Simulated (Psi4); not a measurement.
**SiH4O2 (SMILES O[SiH2]O): wB97X-V/def2-SVPD**

Aim: the energy change on altering one bond length of SiH4O2 at wB97X-V/def2-SVPD, from 2 runs. 

Program for the calculation: Psi4 1.11.

**1. The molecule**

SiH4O2 has 7 atoms, charge 0, and is taken as a singlet. SMILES: `O[SiH2]O`. The shape is that of a PBE0-D4/def2-TZVP optimisation. This is one conformer, not always the lowest.

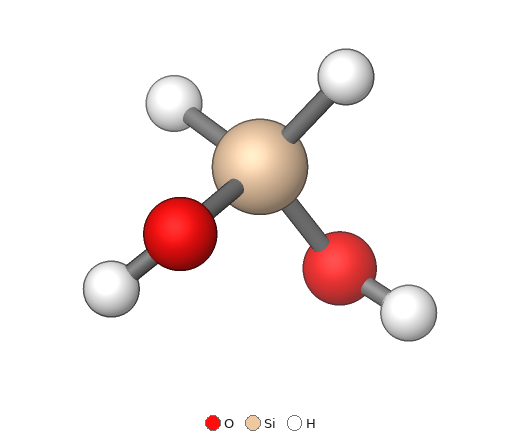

The structure, seen from a chosen angle (oxygen red, silicon light orange, hydrogen white).

**2. The energy at wB97X-V/def2-SVPD**

Contents of run.py:

```python
import psi4

psi4.set_memory(2200000000)
psi4.set_num_threads(1)
psi4.set_output_file('h4o2si.out', False)

geom = psi4.geometry("""
0 1
O     -1.385150    -0.243860    -0.354380
Si     0.051410     0.422210     0.079240
O      1.274030    -0.668570     0.183160
H     -1.456660    -0.615580    -1.234790
H      0.526670     1.393040    -0.933360
H     -0.229300     1.048860     1.391580
H      1.219010    -1.336090     0.868560
symmetry c1
""")

psi4.set_options({
    'basis': 'def2-SVPD',
    'puream': True,
    'e_convergence': 1e-09,
    'd_convergence': 1e-08,
    'scf_type': 'pk',
    'dft_radial_points': 99,
    'dft_spherical_points': 590,
})

e = psi4.energy('WB97X-V')
print(f'WB97X-V energy: {e:.10f} Eh')
```

The run is started by

```sh
$ python run.py
```

h4o2si.out:

```text
[...]
  Running in c1 symmetry.
[...]
  Nuclear repulsion =  120.473951977127712
[...]
  Multiplicity = 1
[...]
  Nalpha       = 17
  Nbeta        = 17
[...]
    Number of basis functions: 102
[...]
   @RKS iter   1:  -441.91673324568012   -4.41662e-01   7.47818e-03 ADIIS/DIIS
[...]
   @RKS iter  10:  -442.13836122271573   -1.21076e-11   7.82086e-09 DIIS
[...]
    Orbital Energies [Eh]
    ---------------------
    Doubly Occupied:
       1A    -66.179917     2A    -19.236172     3A    -19.236169
       4A     -5.430178     5A     -3.785797     6A     -3.784256
       7A     -3.782551     8A     -1.141843     9A     -1.120757
      10A     -0.705154    11A     -0.647867    12A     -0.543843
      13A     -0.517561    14A     -0.513924    15A     -0.448968
      16A     -0.440832    17A     -0.419680
[...]
  @RKS Final Energy:  -442.13836122271573
   => Energetics <=
    Nuclear Repulsion Energy =            120.4739519771277116
    One-Electron Energy =                -849.9640810118789886
    Two-Electron Energy =                 315.9864078058294012
    DFT Exchange-Correlation Energy =     -28.7744220431916098
    Empirical Dispersion Energy =           0.0000000000000000
    VV10 Nonlocal Energy =                  0.1397820493977321
    Total Energy =                       -442.1383612227157300
[...]
 Multipole Moments:
 ------------------------------------------------------------------------------------
     Multipole            Electronic (a.u.)      Nuclear  (a.u.)        Total (a.u.)
 ------------------------------------------------------------------------------------
 L = 1.  Multiply by 2.5417464519 to convert [e a0] to [Debye]
 Dipole X            :         -0.1150276            0.0730497           -0.0419779
 Dipole Y            :         -0.9442952            0.5995835           -0.3447118
 Dipole Z            :         -0.1771392            0.1124927           -0.0646466
 Magnitude           :                                                    0.3532245
[...]
```

The script printed:

```text
WB97X-V energy: -442.1383612227 Eh
```

Run time: 2.4 min. Hardware: 1 thread of Intel Xeon Platinum 8259CL at 2.50GHz (Skylake/Cascade Lake), shared host; peak memory 1.1 GiB.

**3. The distorted shape**

Contents of calc.in:

```
memory 2200 MB

molecule m {
  0 1
  O     -3.109044    -1.043154    -0.874731
  Si     0.051410     0.422210     0.079240
  O      1.274030    -0.668570     0.183160
  H     -3.180554    -1.414874    -1.755141
  H      0.526670     1.393040    -0.933360
  H     -0.229300     1.048860     1.391580
  H      1.219010    -1.336090     0.868560
  units angstrom
  symmetry c1
  no_reorient
  no_com
}

set reference rks
set puream true
set e_convergence 1e-09
set d_convergence 1e-08
set scf_type pk
set dft_radial_points 99
set dft_spherical_points 590

energy('wb97x-v/def2-SVPD')
```

The run is started by

```sh
$ psi4 calc.in calc.out -n 1
```

calc.out:

```text
[...]
  Running in c1 symmetry.
[...]
  Nuclear repulsion =   91.885847298437767
[...]
  Multiplicity = 1
[...]
  Nalpha       = 17
  Nbeta        = 17
[...]
    Number of basis functions: 102
[...]
   @RKS iter   1:  -441.47313571344768   -6.31906e-01   9.32025e-03 ADIIS/DIIS
[...]
   @RKS iter  16:  -441.90521126841099   -4.97380e-11   5.95794e-09 DIIS
[...]
    Orbital Energies [Eh]
    ---------------------
    Doubly Occupied:
       1A    -66.273821     2A    -19.312327     3A    -19.147753
       4A     -5.523369     5A     -3.880492     6A     -3.876729
       7A     -3.873865     8A     -1.201220     9A     -0.970787
      10A     -0.757955    11A     -0.643597    12A     -0.567264
      13A     -0.542664    14A     -0.501794    15A     -0.456681
      16A     -0.320001    17A     -0.303457
[...]
  @RKS Final Energy:  -441.90521126841099
   => Energetics <=
    Nuclear Repulsion Energy =             91.8858472984377670
    One-Electron Energy =                -791.9926953507838334
    Two-Electron Energy =                 286.6573236426851281
    DFT Exchange-Correlation Energy =     -28.5980028611822625
    Empirical Dispersion Energy =           0.0000000000000000
    VV10 Nonlocal Energy =                  0.1423160024322314
    Total Energy =                       -441.9052112684109943
[...]
 Multipole Moments:
 ------------------------------------------------------------------------------------
     Multipole            Electronic (a.u.)      Nuclear  (a.u.)        Total (a.u.)
 ------------------------------------------------------------------------------------
 L = 1.  Multiply by 2.5417464519 to convert [e a0] to [Debye]
 Dipole X            :         32.0675545          -29.5261128            2.5414417
 Dipole Y            :         16.1033555          -15.2915051            0.8118504
 Dipole Z            :         10.0466512           -9.1681367            0.8785145
 Magnitude           :                                                    2.8088814
[...]
```

It took 3.6 min on 1 thread of Intel Xeon Platinum 8259CL at 2.50GHz (Skylake/Cascade Lake), shared host; peak memory 1 GiB.

**4. Results**

At wB97X-V/def2-SVPD:

| quantity | value |
| --- | --- |
| first shape: total energy | -442.13836 Eh |
| first shape: dipole moment | 0.90 D |
| first shape: HOMO energy | -11.42 eV |
| first shape: LUMO energy | 1.69 eV |
| first shape: HOMO–LUMO gap | 13.11 eV |
| distorted shape: total energy | -441.90521 Eh |
| distorted shape: dipole moment | 7.14 D |
| distorted shape: HOMO energy | -8.26 eV |
| distorted shape: LUMO energy | -2.58 eV |
| distorted shape: HOMO–LUMO gap | 5.68 eV |
| energy change with the O1–Si2 bond stretched from 1.642 to 3.612 Å | 6.344 eV |

**Reading.** With the O1–Si2 bond stretched from 1.642 to 3.612 Å the energy rises by 6.34 eV (146 kcal/mol). The first shape isn't relaxed at this level, so the change isn't measured from a minimum. A restricted reference can't describe the breaking bond well at this length.
